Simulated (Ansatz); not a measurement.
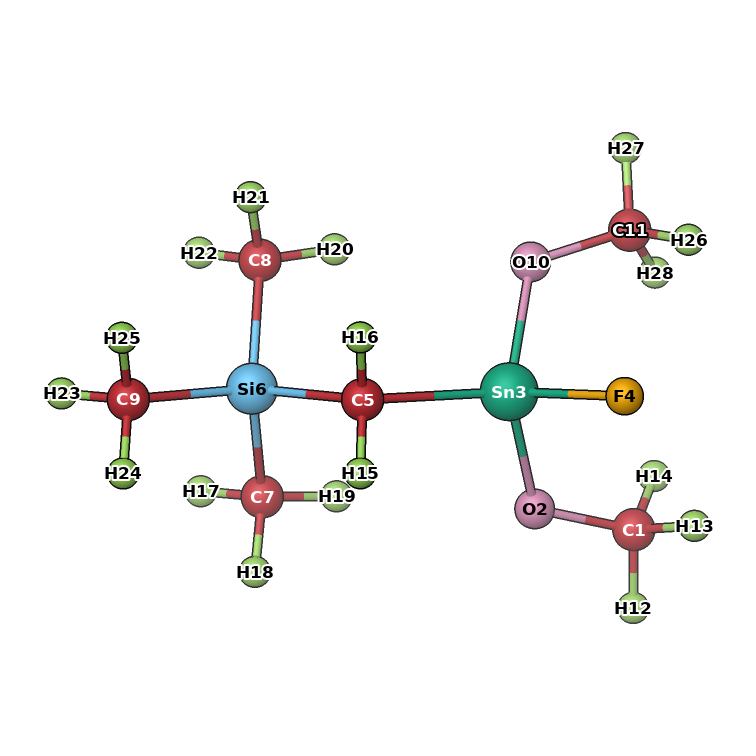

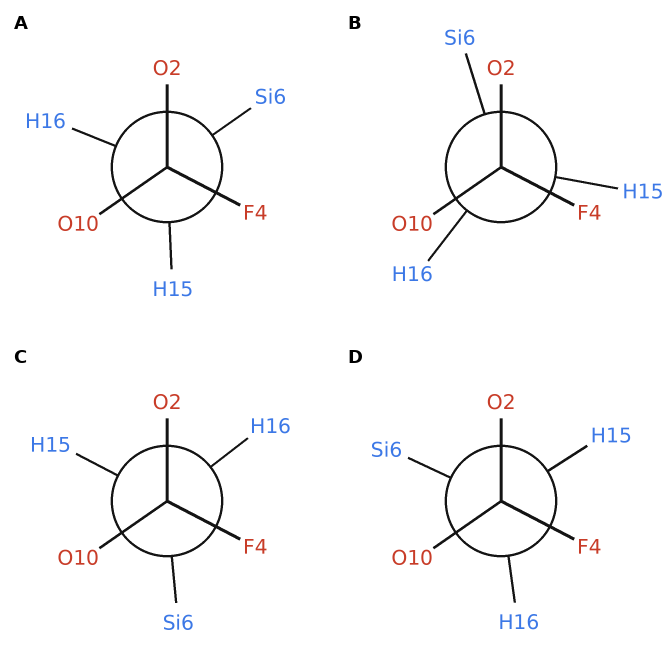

Distant atoms are faded towards the background colour. Bonds that would overlap in a projection are set slightly apart. Computed geometry: PBE0-D4/def2-TZVP optimisation. No frequency run is at hand to confirm it as a minimum.

Question: Which Newman projection shows the view along Sn3–C5, with Sn3 in front?

Answer: D. The torsion angle F4–Sn3–C5–Si6 is 177°, antiperiplanar (anti).
